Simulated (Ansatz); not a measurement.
**C3H11NO3Ti: geometry relaxation (part 2 of 3)**

The same run, continued: C3H11NO3Ti; RKS PBE-D4/def2-SVP (Ansatz 0.2.0). The geometry: force-field start.

Geometry of the input (Å):
```
C  -2.0093  -0.2109  0.5955
C  -1.2490  -0.4515  -0.6725
N  0.0854  -0.8367  -0.3192
C  0.9638  -1.1530  -1.5068
Ti 1.0285  0.7836  0.5459
O  0.2862  2.4704  -0.1802
O  2.9862  0.7370  0.2144
O  0.7708  0.7648  2.5002
H  -1.6247  0.7134  1.1764
H  -3.1019  0.0795  0.3271
H  -2.0726  -1.0578  1.2665
H  -1.2099  0.4717  -1.2905
H  -1.7900  -1.2455  -1.2480
H  1.8846  -1.4639  -1.1843
H  0.9736  -0.2899  -2.1607
H  0.4262  -1.9721  -2.0364
H  -0.1928  2.8954  0.5751
H  3.2712  -0.0288  0.7410
H  0.5317  -0.2102  2.7130
```

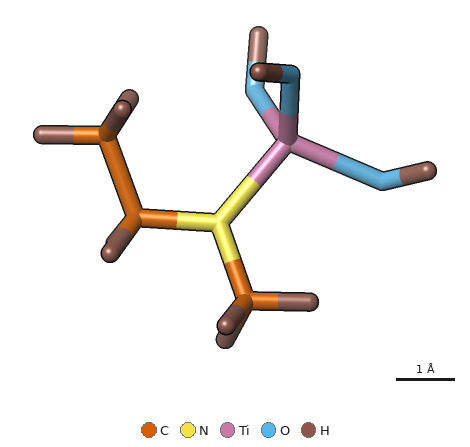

The geometry at step 11 of the log (stick view, seen on its broad side).

## Trajectory as extended XYZ, continued
```
19
Properties=species:S:1:pos:R:3:forces:R:3 step=3 energy=-34012.60224
C    -2.0401   -0.1450    0.6241   -0.0367   0.0193   0.1446
C    -1.2359   -0.3931   -0.6475    0.0646  -0.0001  -0.1980
N     0.1987   -0.5762   -0.3972    0.0937  -0.1685  -0.8563
C     0.9038   -1.1510   -1.5740   -0.4382   0.1632   0.4884
Ti    1.0984    0.7843    0.5883    0.0188  -0.1602  -0.1551
O     0.3913    2.3419   -0.0376   -0.1970   0.3266   0.4258
O     2.8671    0.6196    0.1943    0.8548  -0.7322   1.5242
O     0.7915    0.6092    2.3779   -0.6693  -1.0370   0.1175
H    -1.6801    0.7510    1.1738    0.0010  -0.0022  -0.0366
H    -3.1097    0.0335    0.3896    0.0309  -0.0425  -0.0091
H    -1.9776   -1.0131    1.3156   -0.0021   0.0292  -0.0372
H    -1.4052    0.4565   -1.3672    0.0394  -0.1368   0.1182
H    -1.6379   -1.3074   -1.1586    0.0779   0.0972   0.0935
H     1.9591   -1.3549   -1.3022   -0.0717   0.0168  -0.1218
H     0.8861   -0.4497   -2.4546    0.0202  -0.1997   0.1956
H     0.4085   -2.1054   -1.9024    0.1723   0.2157   0.1225
H    -0.0457    2.8828    0.6567    0.0834  -0.0164  -0.3520
H     3.3508    0.2089    0.9928   -0.6158   0.7078  -1.4417
H     0.2346   -0.1963    2.5849    0.5737   0.9199  -0.0225
19
Properties=species:S:1:pos:R:3:forces:R:3 step=5 energy=-34012.72729 accepted=F
C    -2.0155   -0.0907    0.5443    0.3322  -0.5383   0.6622
C    -1.2196   -0.4073   -0.7084   -0.9800   0.6858  -0.2557
N     0.2082   -0.4597   -0.4966   -0.2710  -0.2481  -0.4983
C     0.8431   -1.1703   -1.5884    0.7006  -0.1067   0.2051
Ti    1.0854    0.7808    0.6342    0.3471  -0.0678   0.1037
O     0.4291    2.4211    0.1823   -0.0058   0.0147   0.0414
O     2.8693    0.6246    0.2882   -0.1573   0.0235   0.0641
O     0.7169    0.4216    2.3747    0.0078   0.0064  -0.0587
H    -1.6203    0.8279    1.0186   -0.1205   0.1139   0.0851
H    -3.1120    0.0247    0.4144    0.1640  -0.0362  -0.2579
H    -1.8324   -0.9467    1.2267   -0.2197   0.1429   0.3949
H    -1.5094    0.3858   -1.4398    0.2739  -0.0362  -0.4062
H    -1.5870   -1.3685   -1.1371    0.0746  -0.0688  -0.0150
H     1.9408   -1.1622   -1.4298   -0.0015  -0.0615  -0.1044
H     0.6475   -0.7189   -2.5915   -0.0986   0.0695   0.0625
H     0.5053   -2.2342   -1.6365   -0.0057   0.0244  -0.0009
H     0.0046    3.0531    0.7861   -0.0052   0.0245   0.0133
H     3.5194    0.2571    0.9155   -0.0536   0.0344  -0.0528
H     0.0847   -0.2427    2.6999    0.0187   0.0236   0.0178
19
Properties=species:S:1:pos:R:3:forces:R:3 step=6 energy=-34012.81521
C    -2.0076   -0.1064    0.6000    0.0285   0.0021   0.0108
C    -1.2522   -0.3913   -0.6999   -0.0401  -0.0209  -0.0127
N     0.1919   -0.4791   -0.5219   -0.0303   0.0009   0.0143
C     0.8780   -1.1613   -1.6015    0.0680  -0.0600  -0.0894
Ti    1.0826    0.7627    0.6099    0.0461   0.0499  -0.0120
O     0.4398    2.4053    0.1326   -0.0110  -0.0221   0.0878
O     2.8660    0.6124    0.2843    0.0119  -0.0506   0.0935
O     0.7183    0.4487    2.3624   -0.0723  -0.1530  -0.0378
H    -1.6681    0.8412    1.0669   -0.0224   0.0222  -0.0182
H    -3.0955   -0.0077    0.4126    0.0019  -0.0151  -0.0206
H    -1.8594   -0.9265    1.3354   -0.0022   0.0328  -0.0420
H    -1.5073    0.3892   -1.4620   -0.0024  -0.0034   0.0156
H    -1.6239   -1.3574   -1.1204    0.0104  -0.0062  -0.0050
H     1.9696   -1.1899   -1.4040   -0.0764   0.0148  -0.0187
H     0.7276   -0.6529   -2.5904   -0.0063  -0.0578   0.0967
H     0.5160   -2.2145   -1.7235    0.0261   0.0846   0.0349
H     0.0107    3.0265    0.7460    0.0146   0.0121  -0.0154
H     3.4676    0.2389    0.9568   -0.0212   0.0552  -0.0987
H     0.1039   -0.2425    2.6731    0.0771   0.1146   0.0170
19
Properties=species:S:1:pos:R:3:forces:R:3 step=7 energy=-34012.83321
C    -2.0169   -0.0752    0.5709    0.0026  -0.0195   0.0180
C    -1.2565   -0.3941   -0.7178   -0.0441  -0.0054   0.0246
N     0.1862   -0.4752   -0.5292   -0.0097   0.0668   0.0073
C     0.8780   -1.1814   -1.5889    0.0619  -0.0459  -0.0638
Ti    1.0756    0.7563    0.6177   -0.0536  -0.0106  -0.0570
O     0.3927    2.3988    0.2022   -0.0212   0.0330   0.0875
O     2.8526    0.6444    0.2594    0.0576  -0.0326   0.0621
O     0.7500    0.3876    2.3630   -0.0246  -0.0793   0.0122
H    -1.6919    0.8915    1.0075    0.0064   0.0169  -0.0328
H    -3.1051    0.0037    0.3778   -0.0124  -0.0152  -0.0205
H    -1.8611   -0.8718    1.3299   -0.0058   0.0345  -0.0292
H    -1.5107    0.3661   -1.5007    0.0123  -0.0132   0.0138
H    -1.6244   -1.3719   -1.1143    0.0061  -0.0050  -0.0035
H     1.9700   -1.1812   -1.3971   -0.0469   0.0070  -0.0251
H     0.7095   -0.7107   -2.5923    0.0026  -0.0419   0.0750
H     0.5364   -2.2444   -1.6712    0.0139   0.0581   0.0232
H     0.0437    3.0484    0.8377    0.0325  -0.0394  -0.0367
H     3.4956    0.2921    0.9027   -0.0174   0.0361  -0.0657
H     0.1341   -0.2874    2.6993    0.0396   0.0556   0.0107
19
Properties=species:S:1:pos:R:3:forces:R:3 step=9 energy=-34012.85884
C    -2.0559    0.0222    0.4798   -0.0097   0.0458   0.0205
C    -1.2789   -0.4220   -0.7636   -0.0557   0.0273   0.0601
N     0.1646   -0.4358   -0.5643   -0.0173   0.0267  -0.0744
C     0.8783   -1.2148   -1.5598    0.0127  -0.0412  -0.0419
Ti    1.0564    0.7356    0.6392   -0.0601   0.0327   0.0413
O     0.2959    2.3889    0.4247   -0.0166   0.2222   0.3169
O     2.8188    0.7192    0.2013    0.1221  -0.0617   0.1236
O     0.8508    0.2158    2.3660    0.0039   0.0352  -0.0726
H    -1.7781    1.0609    0.7755   -0.0114  -0.1863  -0.0619
H    -3.1468    0.0122    0.2760    0.0381  -0.0096   0.0313
H    -1.8572   -0.6616    1.3368   -0.0324   0.1067  -0.1034
H    -1.5523    0.2425   -1.6270    0.0492  -0.0781   0.0627
H    -1.6109   -1.4513   -1.0586    0.0114   0.0816   0.0499
H     1.9715   -1.1239   -1.3981   -0.0500  -0.0183  -0.0390
H     0.6539   -0.8686   -2.6036    0.0342  -0.0400   0.1356
H     0.6010   -2.3016   -1.5127    0.0358   0.1432  -0.0057
H     0.1538    3.0704    1.1167    0.0886  -0.3496  -0.3047
H     3.5630    0.4227    0.7606   -0.1737   0.0666  -0.1051
H     0.2301   -0.4154    2.7678    0.0309  -0.0030  -0.0330
19
Properties=species:S:1:pos:R:3:forces:R:3 step=10 energy=-34012.86937
C    -2.0769    0.0463    0.4603    0.0960   0.0552   0.0150
C    -1.2857   -0.4346   -0.7611   -0.0703  -0.0227  -0.0192
N     0.1590   -0.4276   -0.5674   -0.0299   0.0394   0.0105
C     0.8831   -1.2097   -1.5529   -0.0481  -0.0377  -0.0413
Ti    1.0546    0.7378    0.6379   -0.0019  -0.0619  -0.0270
O     0.3036    2.3921    0.4580   -0.0506   0.1700   0.1402
O     2.8133    0.7295    0.1919    0.0472  -0.0067   0.0099
O     0.8722    0.1989    2.3573   -0.0197   0.0022   0.0223
H    -1.8067    1.0958    0.7165   -0.0243  -0.1374  -0.0305
H    -3.1671    0.0151    0.2562    0.0454  -0.0060   0.0060
H    -1.8732   -0.5985    1.3453   -0.0262   0.0842  -0.0981
H    -1.5614    0.1918   -1.6521    0.0268  -0.0774   0.0795
H    -1.6086   -1.4776   -1.0163    0.0223   0.0772   0.0272
H     1.9753   -1.1055   -1.3992   -0.0324   0.0011  -0.0053
H     0.6516   -0.8805   -2.5985    0.0207  -0.0194   0.0751
H     0.6189   -2.2970   -1.4920    0.0228   0.0800  -0.0064
H     0.1754    3.0439    1.1733    0.0323  -0.1389  -0.1363
H     3.5541    0.4372    0.7516   -0.0303   0.0120  -0.0089
H     0.2764   -0.4620    2.7478    0.0202  -0.0131  -0.0125
19
Properties=species:S:1:pos:R:3:forces:R:3 step=11 energy=-34012.87750
C    -2.0844    0.1070    0.4242    0.0664  -0.0439  -0.0206
C    -1.2955   -0.4653   -0.7613   -0.0636   0.0647   0.0519
N     0.1490   -0.4171   -0.5722   -0.0591  -0.0482  -0.0620
C     0.8794   -1.2072   -1.5465    0.0225   0.0184  -0.0009
Ti    1.0486    0.7363    0.6398   -0.0084  -0.0258  -0.0065
O     0.2856    2.3917    0.5199    0.0037   0.0141  -0.0136
O     2.8070    0.7611    0.1877   -0.0564   0.0105  -0.0567
O     0.8967    0.1515    2.3477   -0.1341  -0.1746   0.1000
H    -1.8177    1.1727    0.6020   -0.0256  -0.1333  -0.0430
H    -3.1737    0.0471    0.2256    0.0187   0.0132   0.0230
H    -1.8734   -0.4652    1.3576   -0.0239   0.0869  -0.1367
H    -1.5817    0.0838   -1.7014    0.0424  -0.0929   0.1404
H    -1.6044   -1.5319   -0.9329    0.0400   0.1351   0.0406
H     1.9697   -1.0809   -1.4015    0.0052  -0.0084  -0.0033
H     0.6387   -0.8999   -2.5940   -0.0035  -0.0023   0.0082
H     0.6354   -2.2954   -1.4655   -0.0002   0.0156   0.0045
H     0.1728    3.0044    1.2657   -0.0067   0.0282   0.0269
H     3.5483    0.4784    0.7480    0.0495  -0.0187   0.0433
H     0.3577   -0.5756    2.7138    0.1331   0.1614  -0.0955
19
Properties=species:S:1:pos:R:3:forces:R:3 step=12 energy=-34012.88232
C    -2.0979    0.1421    0.3978    0.1492   0.0034   0.0093
C    -1.2982   -0.4848   -0.7519   -0.1128  -0.0192  -0.0286
N     0.1462   -0.4102   -0.5756   -0.0596   0.0175  -0.0092
C     0.8848   -1.2001   -1.5439   -0.0052  -0.0004   0.0003
Ti    1.0412    0.7381    0.6438   -0.0142   0.0114   0.0236
O     0.2812    2.4014    0.5687    0.0196  -0.0184   0.0374
O     2.7959    0.7696    0.1753   -0.0248   0.0056  -0.0065
O     0.9069    0.1124    2.3406   -0.1074  -0.1426   0.0576
H    -1.8443    1.2200    0.5093   -0.0329  -0.1394  -0.0015
H    -3.1870    0.0551    0.2087    0.0302  -0.0060   0.0012
H    -1.8735   -0.3684    1.3640   -0.0329   0.0939  -0.1475
H    -1.5947    0.0031   -1.7225    0.0518  -0.0833   0.1538
H    -1.5927   -1.5645   -0.8610    0.0355   0.1430   0.0177
H     1.9743   -1.0608   -1.4041   -0.0116   0.0048   0.0014
H     0.6351   -0.9070   -2.5930   -0.0019  -0.0003   0.0005
H     0.6536   -2.2898   -1.4501   -0.0019   0.0010  -0.0018
H     0.1853    2.9971    1.3325   -0.0047  -0.0197  -0.0311
H     3.5421    0.4884    0.7317    0.0117  -0.0051   0.0101
H     0.3997   -0.6463    2.6862    0.1119   0.1539  -0.0867
19
Properties=species:S:1:pos:R:3:forces:R:3 step=13 energy=-34012.88572
C    -2.0915    0.1640    0.3870    0.0686   0.0087   0.0113
C    -1.2976   -0.4960   -0.7450   -0.0639   0.0113  -0.0088
N     0.1462   -0.4068   -0.5795   -0.0279  -0.0077  -0.0116
C     0.8844   -1.1962   -1.5482   -0.0046   0.0037  -0.0013
Ti    1.0374    0.7360    0.6473   -0.0152   0.0138   0.0064
O     0.2743    2.3976    0.5860    0.0209   0.0154   0.0535
O     2.7918    0.7747    0.1797    0.0003   0.0002   0.0011
O     0.9039    0.0940    2.3377   -0.0315  -0.0423   0.0194
H    -1.8480    1.2463    0.4629   -0.0231  -0.1209  -0.0122
H    -3.1805    0.0587    0.2080    0.0213   0.0004   0.0139
H    -1.8562   -0.3082    1.3685   -0.0267   0.0576  -0.1159
H    -1.6000   -0.0409   -1.7273    0.0319  -0.0539   0.1049
H    -1.5870   -1.5785   -0.8193    0.0238   0.0975   0.0136
H     1.9737   -1.0506   -1.4130   -0.0090  -0.0008  -0.0011
H     0.6285   -0.9071   -2.5972    0.0000  -0.0023   0.0054
H     0.6581   -2.2868   -1.4506    0.0038   0.0053  -0.0014
H     0.1695    2.9843    1.3561   -0.0014  -0.0300  -0.0459
H     3.5376    0.4896    0.7353   -0.0013   0.0000  -0.0024
H     0.4135   -0.6787    2.6683    0.0339   0.0440  -0.0288
19
Properties=species:S:1:pos:R:3:forces:R:3 step=15 energy=-34012.88883
C    -2.0906    0.1979    0.3639   -0.0069   0.0049   0.0069
C    -1.2956   -0.5126   -0.7295   -0.0021  -0.0076  -0.0061
N     0.1470   -0.3998   -0.5800    0.0064   0.0060   0.0026
C     0.8845   -1.1854   -1.5517   -0.0028  -0.0042   0.0014
Ti    1.0370    0.7365    0.6545   -0.0091   0.0009  -0.0022
O     0.2804    2.3998    0.6191    0.0153   0.0084   0.0162
O     2.7900    0.7797    0.1823    0.0044   0.0011  -0.0001
O     0.9019    0.0652    2.3338   -0.0037  -0.0100   0.0077
H    -1.8675    1.2830    0.3750    0.0004  -0.0011  -0.0025
H    -3.1784    0.0606    0.2057   -0.0043  -0.0021  -0.0036
H    -1.8386   -0.2066    1.3668    0.0031  -0.0005   0.0019
H    -1.6058   -0.1189   -1.7310   -0.0008  -0.0002   0.0002
H    -1.5726   -1.5979   -0.7425   -0.0011   0.0005  -0.0012
H     1.9729   -1.0246   -1.4307   -0.0002   0.0015   0.0014
H     0.6112   -0.9067   -2.5989    0.0006   0.0009  -0.0010
H     0.6745   -2.2783   -1.4453    0.0008  -0.0033  -0.0003
H     0.1360    2.9620    1.3997   -0.0071  -0.0057  -0.0103
H     3.5344    0.4749    0.7292    0.0015   0.0000  -0.0028
H     0.4373   -0.7334    2.6361    0.0057   0.0107  -0.0082
19
Properties=species:S:1:pos:R:3:forces:R:3 step=16 energy=-34012.88924
C    -2.0914    0.2128    0.3544   -0.0105  -0.0002   0.0084
C    -1.2952   -0.5170   -0.7254    0.0080   0.0010  -0.0092
N     0.1471   -0.3943   -0.5809    0.0009  -0.0072   0.0079
C     0.8850   -1.1839   -1.5490    0.0005  -0.0036  -0.0007
Ti    1.0386    0.7388    0.6560    0.0011   0.0020  -0.0001
O     0.2864    2.4038    0.6372    0.0036   0.0287   0.0409
O     2.7904    0.7844    0.1783    0.0007   0.0004  -0.0005
O     0.9055    0.0527    2.3297   -0.0068  -0.0148   0.0068
H    -1.8759    1.2993    0.3404    0.0009  -0.0033  -0.0024
H    -3.1787    0.0635    0.2028   -0.0023   0.0010  -0.0003
H    -1.8331   -0.1665    1.3658    0.0017  -0.0006  -0.0060
H    -1.6078   -0.1453   -1.7346   -0.0052   0.0004   0.0048
H    -1.5674   -1.6038   -0.7164   -0.0006   0.0065   0.0009
H     1.9731   -1.0179   -1.4320    0.0006   0.0014   0.0005
H     0.6075   -0.9129   -2.5971    0.0018  -0.0007  -0.0029
H     0.6799   -2.2771   -1.4353   -0.0008  -0.0004   0.0009
H     0.1085    2.9463    1.4255   -0.0010  -0.0278  -0.0381
H     3.5356    0.4687    0.7180    0.0004   0.0010  -0.0028
H     0.4498   -0.7559    2.6194    0.0069   0.0162  -0.0084
19
Properties=species:S:1:pos:R:3:forces:R:3 step=17 energy=-34012.88945
C    -2.0915    0.2335    0.3429   -0.0035   0.0065   0.0058
C    -1.2937   -0.5184   -0.7208    0.0122   0.0012  -0.0001
N     0.1485   -0.3893   -0.5801   -0.0133  -0.0095   0.0028
C     0.8862   -1.1852   -1.5434    0.0016  -0.0033  -0.0024
Ti    1.0439    0.7415    0.6574    0.0071  -0.0012   0.0047
O     0.2945    2.4071    0.6599   -0.0384   0.1132   0.1682
O     2.7931    0.7921    0.1693    0.0049  -0.0039   0.0052
O     0.9135    0.0365    2.3239   -0.0110  -0.0185   0.0053
H    -1.8837    1.3211    0.2993   -0.0034  -0.0177   0.0010
H    -3.1783    0.0715    0.1995    0.0070   0.0045   0.0042
H    -1.8252   -0.1168    1.3632   -0.0044   0.0008  -0.0172
H    -1.6088   -0.1710   -1.7381   -0.0007   0.0027   0.0085
H    -1.5636   -1.6054   -0.6869    0.0004   0.0078  -0.0011
H     1.9741   -1.0149   -1.4304   -0.0008  -0.0003  -0.0003
H     0.6055   -0.9236   -2.5932    0.0027  -0.0019   0.0023
H     0.6847   -2.2782   -1.4203   -0.0009   0.0030   0.0005
H     0.0515    2.9141    1.4585    0.0409  -0.1136  -0.1684
H     3.5409    0.4633    0.6981   -0.0106   0.0068  -0.0091
H     0.4664   -0.7826    2.5976    0.0103   0.0234  -0.0100
19
Properties=species:S:1:pos:R:3:forces:R:3 step=19 energy=-34012.89115
C    -2.0885    0.2337    0.3475   -0.0012  -0.0018   0.0067
C    -1.2917   -0.5059   -0.7252    0.0048  -0.0059  -0.0030
N     0.1505   -0.3934   -0.5742   -0.0114  -0.0015   0.0019
C     0.8855   -1.1953   -1.5346    0.0035  -0.0028   0.0020
Ti    1.0524    0.7426    0.6547    0.0067   0.0028  -0.0027
O     0.3083    2.4111    0.6571   -0.0374   0.0742   0.1284
O     2.7975    0.7920    0.1541    0.0017  -0.0028   0.0030
O     0.9222    0.0448    2.3238   -0.0073  -0.0072   0.0074
H    -1.8705    1.3195    0.3234   -0.0015  -0.0008  -0.0025
H    -3.1759    0.0855    0.1957   -0.0010   0.0039   0.0002
H    -1.8315   -0.1378    1.3622    0.0003   0.0000  -0.0057
H    -1.5988   -0.1374   -1.7373   -0.0011  -0.0006   0.0024
H    -1.5719   -1.5905   -0.7112   -0.0003   0.0044  -0.0020
H     1.9744   -1.0350   -1.4166   -0.0012  -0.0006  -0.0001
H     0.6128   -0.9309   -2.5858    0.0002   0.0001  -0.0007
H     0.6731   -2.2862   -1.4127   -0.0002  -0.0007   0.0002
H    -0.0140    2.8749    1.4525    0.0395  -0.0737  -0.1229
H     3.5506    0.4758    0.6826   -0.0008   0.0041  -0.0049
H     0.4733   -0.7720    2.6005    0.0066   0.0090  -0.0078
```
